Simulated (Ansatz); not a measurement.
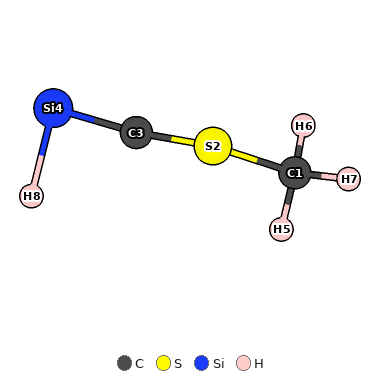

The system is C₂H₄SSi, SMILES CSC#[SiH]; the picture shows the reference structure. 
- The first coordinate is: bond length C1–H5; the second: angle S2–C1–H5.
- Nothing is relaxed (all other coordinates rigid).
- The grid has 9 × 9 points.
- Points are written as (first, second).
- All energies are given in kcal/mol relative to the relaxed molecule at the same level.
- Theory: RKS wB97X-V/def2-SVP in Ansatz 0.2.0.

Its coordinates:

```yaml
atoms:
  - { symbol: C, position_ang: [0.0521, 1.4188, -0.4244] }
  - { symbol: S, position_ang: [0.8564, 0.3460, 0.8177] }
  - { symbol: C, position_ang: [0.0600, -1.0574, 0.7886] }
  - { symbol: Si, position_ang: [-0.8067, -2.5401, 0.9465] }
  - { symbol: H, position_ang: [0.1772, 0.9793, -1.4241] }
  - { symbol: H, position_ang: [-1.0154, 1.5192, -0.1832] }
  - { symbol: H, position_ang: [0.5451, 2.4020, -0.3812] }
  - { symbol: H, position_ang: [0.1313, -3.0679, -0.1399] }
```

Range: bond length C1–H5 from 0.923 to 1.429 Å; angle S2–C1–H5 from 74.5 to 144.5°.

Question: Predict the map.

Answer: The lowest grid point is at (1.113 Å, 109.5°), 0.07 kcal/mol from the relaxed molecule at the same level. It is the only kind of minimum in the scanned range. The highest grid point, (1.429 Å, 144.5°), lies 49.0 kcal/mol above the lowest. Round the minimum the two coordinates are nearly uncoupled.

```tsv
angle S2–C1–H5 ↓, bond length C1–H5 →	0.923	0.987	1.050	1.113	1.176	1.239	1.303	1.366	1.429
144.5	41.5	30.1	24.9	24.0	26.0	30.1	35.7	42.1	49.0
135.7	30.9	19.6	14.4	13.5	15.5	19.6	25.2	31.6	38.6
127.0	23.5	12.2	7.0	6.1	8.1	12.2	17.7	24.1	31.1
118.2	19.1	7.7	2.5	1.6	3.6	7.6	13.2	19.5	26.4
109.5	17.6	6.2	1.1	0.1	2.0	6.0	11.5	17.8	24.7
100.7	19.1	7.8	2.6	1.6	3.5	7.5	12.8	19.0	25.8
92.0	23.8	12.5	7.4	6.3	8.2	12.0	17.3	23.4	30.0
83.2	32.0	20.8	15.6	14.5	16.3	20.1	25.3	31.2	37.7
74.5	43.9	32.7	27.5	26.4	28.1	31.8	36.8	42.6	48.9
```

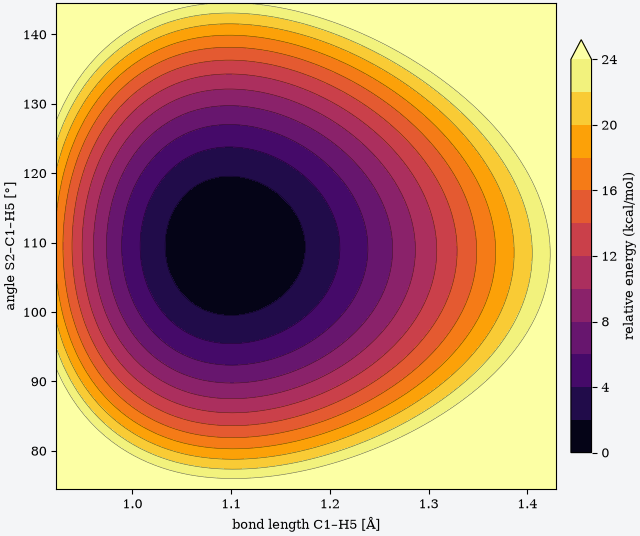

Drawn: filled contours, one colour for all values above the top of the scale. Between grid points the surface is interpolated.

Each point was launched as `ansatz run input.yaml --threads 1 --pin off --max-ram 2560MiB --backend cpu --events-out ev --progress --plain --runs-dir out`. Time for the 81 points that were run: 16 min on 1 thread of Intel(R) Xeon(R) Processor @ 2.70GHz, on a shared host.
